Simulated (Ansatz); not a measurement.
Consider Cd3SnO.

Input

```
crystal:
  lattice:
    - [5.5989747545, 0.0, 0.0]
    - [0.0, 3.4208761664, 0.0]
    - [-0.0410545834, 0.0, 5.6521318823]
  atoms:
    - { symbol: Cd, position: [0.0653449601, 0.0, 0.4729554612] }
    - { symbol: Cd, position: [0.8632969996, 0.5, 0.9286062347] }
    - { symbol: Cd, position: [0.4302688591, 0.0, 0.9268495965] }
    - { symbol: Sn, position: [0.5685731665, 0.5, 0.4660360476] }
    - { symbol: O, position: [0.0725159849, 0.0, 0.07545266] }
basis:
  ecutwfc: 420
kpoints:
  mp_grid: { grid: [6, 10, 6] }
hamiltonian:
  xc: pbe
scf:
  occupations: { method: gaussian, width: 0.1 }
output:
  forces: true
  stress: true
  eigenvalues: true
  write_density: true
  write_potential: true
  elf: true
  volumetric_format: npy
relax:
  adjacent_minimum: "off"
  f_tol: 0.01
  max_steps: 80
  cell: { stress_tol: 0.05 }
```

Command:

```sh
ansatz run input.yaml --threads 1 --pin off --max-ram 2560MiB --backend cpu --events-out ev --progress --plain --runs-dir out
```

Below, planes, directions and counts refer to the conventional cell (a = 3.32 Å, b = 8.02 Å, c = 8.16 Å, α = 90.01°, β = 90.00°, γ = 90.00°).

The fields are those of the relaxed geometry.

Space group Amm2; a structure from a database of computed crystals, not necessarily the ambient phase; a generated structure, not necessarily the stable one.

These are results of Ansatz, DFT PBE, scalar-relativistic, plane waves, PAW, not measurements.

> Predict the valence pseudo-density and electron localisation function between the atoms.

Cd–O (2.23 Å): the density is about 0.47 e/Å³ at the midpoint; the ELF peaks at about 0.85 in the valence shell of O, 0.6 Å from its nucleus, and drops to about 0.10 between the two atoms; no shared electron pair shows on this line.
Cd–Sn (3.13 Å): ρ at the midpoint is about 0.17 e/Å³; the ELF is about 0.30 at the midpoint: no shared electron pair shows on this line.

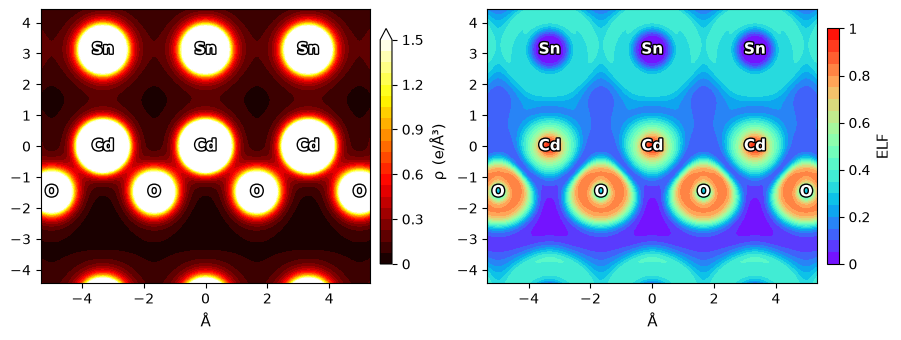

Computed valence pseudo-density and electron localisation function on the (010) plane of the conventional cell, in this order. 

The density is the valence pseudo-density of a PAW calculation; it isn't the true density close to the nuclei.
